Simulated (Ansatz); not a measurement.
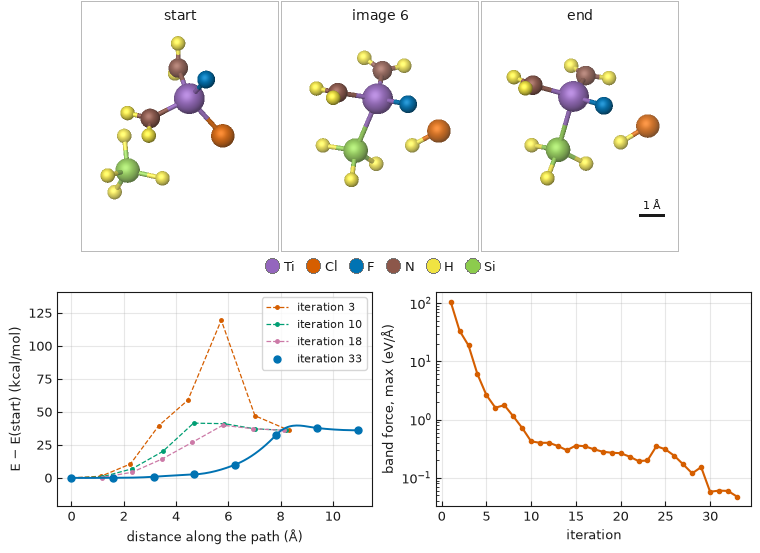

NEB run on TiSiN2H8ClF, made up at the start of TiN$_{2}$H$_{4}$ClF and SiH$_{4}$. Images are numbered from 0 (start) to 7 (end). The plot follows the band through its iterations. Style: ball-and-stick. Shown from a free direction.

Method: RKS PBE/def2-SVP (Ansatz). Settings: 6 movable images; no climbing image; force threshold 0.05 eV/Å; iteration limit 60; starting path through a guess of the saddle point.

Judge this run.

Answer. The run is converged, with reservations. The band converged in 33 iterations. The largest component of the band force went from 110 to 0.048 eV/Å. No image climbed, so the highest image needn't lie on the saddle point, and the true maximum along this path can be higher. The first iteration put the highest image at 568.7 kcal/mol. Forward barrier 37.8 kcal/mol, backward barrier 1.7 kcal/mol, with image 6 at the top; the reaction energy is +36.1 kcal/mol.

Limits of the set-up: the start holds two separate molecules, 2.8 Å apart at their closest, whose relative position is a soft coordinate and is computed without a dispersion correction.
